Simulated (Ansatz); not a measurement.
**H₆Si₂: density, localisation and related maps**

Input

```
crystal:
  periodic: [false, false, false]
  atoms:
    - { symbol: Si, position_ang: [0.253646, 0.003601, 0.014809] }
    - { symbol: Si, position_ang: [0.959371, -0.02007, 2.144274] }
    - { symbol: H, position_ang: [-0.030716, -0.3219, 3.239307] }
    - { symbol: H, position_ang: [2.060872, -1.044915, 2.217656] }
    - { symbol: H, position_ang: [1.568041, 1.328936, 2.425514] }
    - { symbol: H, position_ang: [1.644306, 0.126081, -0.444565] }
    - { symbol: H, position_ang: [-0.558971, 1.19189, -0.412418] }
    - { symbol: H, position_ang: [-0.37435, -1.263623, -0.490679] }
basis:
  gaussian: { orbitals: def2-SVP }
hamiltonian:
  xc: pbe
  dispersion: d4
relax:
  f_tol: 0.03
  max_steps: 50
output:
  orbitals: {}
```

Command:

```sh
ansatz run input.yaml --threads 1 --pin off --max-ram 2048MiB --backend cpu --events-out ev --progress --plain --runs-dir out
```

The fields are those of the run's last geometry, not of the input's.

These are results of RKS PBE-D4/def2-SVP in Ansatz 0.2.0, not measurements.

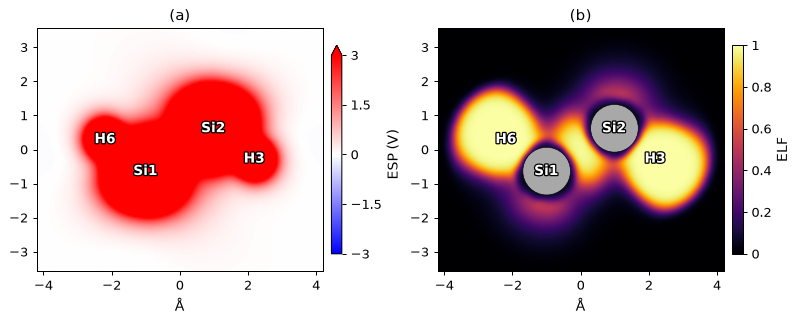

Figure 1. (a) molecular electrostatic potential; (b) ELF on the plane of atoms Si1, Si2 and H3. Grey discs cover the atomic cores in the ELF map.

**What does the map show?**

Atoms in the plane: Si and H. Si–Si (2.35 Å): the ELF peaks at about 1 between the atoms, as expected for localised, covalent bonding. Si–H (1.51 Å): the ELF climbs to about 1 towards the hydrogen, as it does in any bond to H. The potential has no marked negative region in this plane.

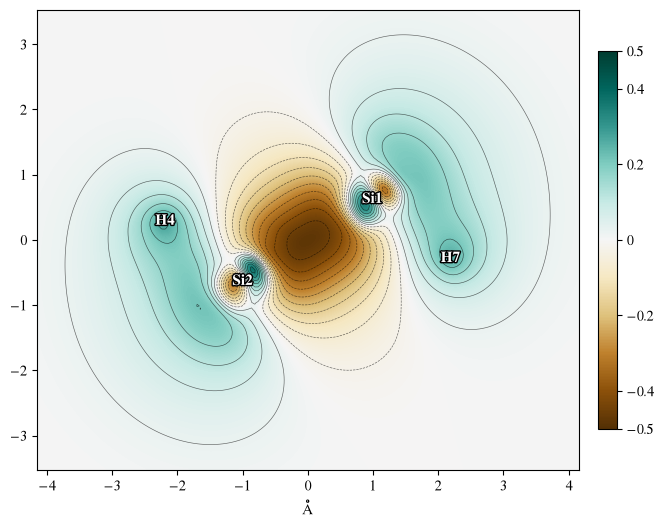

Figure 2. One frontier orbital on the plane of atoms Si1, Si2 and H4 (values in Å⁻³ᐟ²; the overall sign is arbitrary).

**Which orbital is it: HOMO or LUMO?**

The HOMO, at −7.28 eV. Its weight (Hirshfeld) is mainly on Si1 (about 35 %) and Si2 (about 35 %).

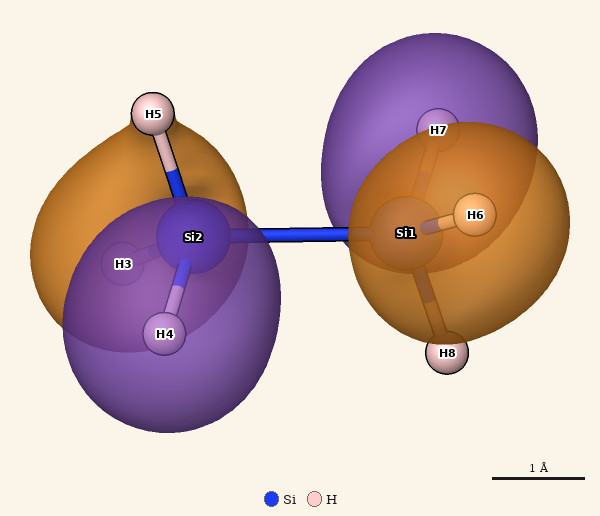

Figure 3. The HOMO−1 at ±0.08 Å⁻³ᐟ² (orange and purple are the two phases), seen at a tilt.

**What is the character of this orbital?**

Its weight (Hirshfeld) is mainly on Si1 (about 20 %), Si2 (about 20 %), H4 (about 15 %), H6 (about 15 %), H7 (about 15 %) and H3 (about 15 %). It is one of a degenerate set, so its orientation is arbitrary. Its energy is −8.18 eV.
